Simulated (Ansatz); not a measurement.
# ClGeH$_{3}$O$_{2}$: what the fields show

```xyz
7

Ge   -0.0933   -0.0816    0.1796
H    -0.0375   -0.0353    1.7152
O     1.4991    0.0623   -0.6188
H     1.7185   -0.7764   -1.0687
O    -1.1136    1.2873   -0.3144
H    -1.0678    1.4270   -1.2798
Cl   -0.9215   -1.9889   -0.4991
```

Method: Ansatz 0.2.0, RKS PBE/def2-SVP.

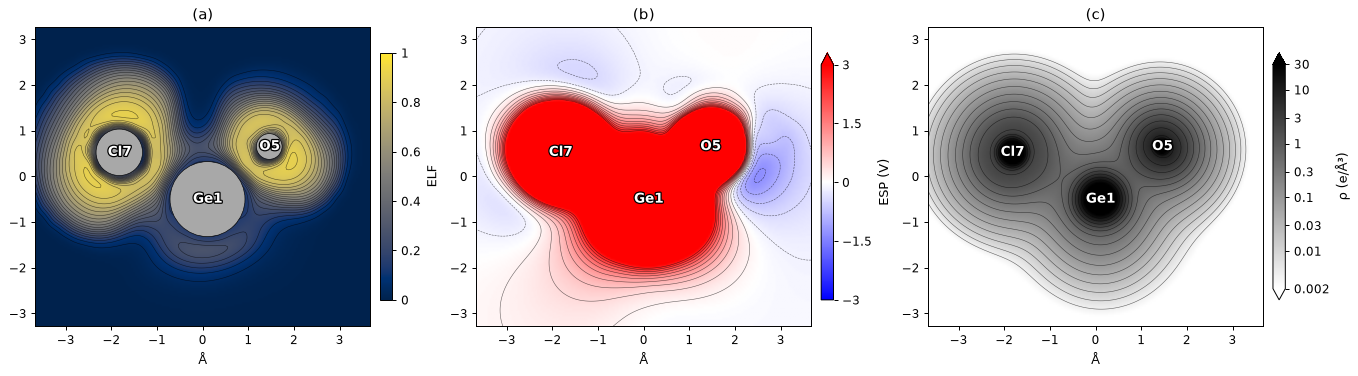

Figure 1. (a) electron localisation function; (b) electrostatic potential; (c) total electron density on the plane of atoms O5, Ge1 and Cl7. Grey discs cover the atomic cores in the ELF map.

> Interpret the plot.

The plane passes through Ge, O and Cl nuclei. Ge–O (1.78 Å): the density is about 0.97 e/Å³ at the midpoint; the ELF peaks at about 0.85 in the valence shell of O, 0.6 Å from its nucleus, and is about 0.35 at the midpoint. Ge–Cl (2.19 Å): ρ is about 0.68 e/Å³ halfway; the ELF peaks at about 0.85 in the valence shell of Cl, 0.8 Å from its nucleus, and is about 0.60 at the midpoint. The ELF also peaks beside Cl7 and O5, away from the bonds: lone-pair regions. Outside the dense part of the molecule the potential is most negative (−1.3 V) near O5.

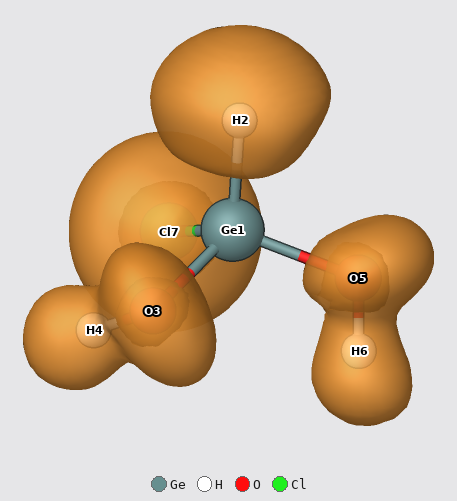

Figure 2. Isosurface of the ELF at 0.75 (orange), seen at a tilt. Only the valence region is drawn (cores and ρ < 0.01 e/Å³ removed).

> What do the ELF domains correspond to?

The surface consists of one region around a hydrogen nucleus, one region wrapped around Cl (its valence shell) and two joined regions spread over several atoms (H, O), in which their bonds and any lone pairs are merged.

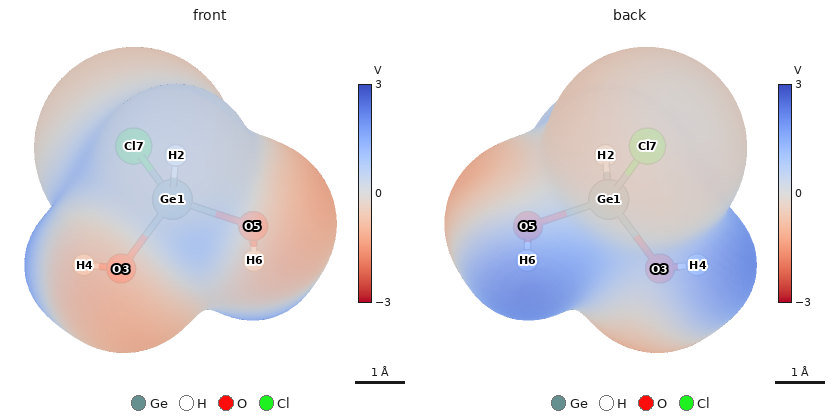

Figure 3. The molecular electrostatic potential painted on the density surface at 0.001 e/bohr³, seen from the front and from behind; red is negative and blue positive.

> Where is the surface potential most negative and most positive?

The most negative region (about −1.1 V) lies over O3 and O5, the most positive (about +2.0 V) over H4 and H6.
